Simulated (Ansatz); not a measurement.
## Response to strain in TiAl

Start from TiAl (space group P4/mmm, No. 123; relaxed with 0.1 eV smearing).

```
TiAl
1.0
    2.81271     0.00000     0.00000
    0.00000     2.81271     0.00000
    0.00000     0.00000     4.06160
Ti Al
1 1
Direct
  0.00000   0.00000   0.00000
  0.50000   0.50000   0.50000
```

Cartesian axes are those of the cell as printed.

Strains are applied to the cell and any free atomic positions relax.

Calculations: r2SCAN (Ansatz, a quantum-chemistry and plane-wave program), no spin-orbit coupling.

Notes on the quantities. energy relative to the base: free energy F.

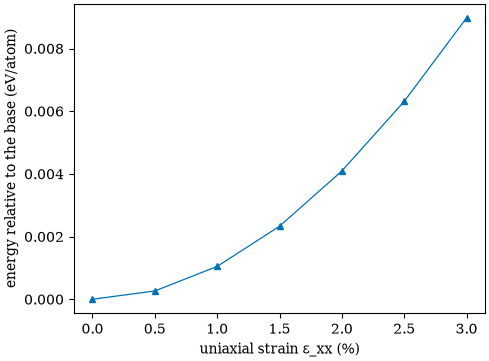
*Energy relative to the base against uniaxial strain ε_xx*

```
uniaxial strain ε_xx (%)  energy relative to the base
------------------------  ---------------------------
0.5                                     +0.3 meV/atom
1                                       +1.0 meV/atom
1.5                                     +2.3 meV/atom
2                                       +4.1 meV/atom
2.5                                     +6.3 meV/atom
3                                       +9.0 meV/atom
```

Whether these cells are dynamically stable was not tested. All final runs are without spin polarisation.
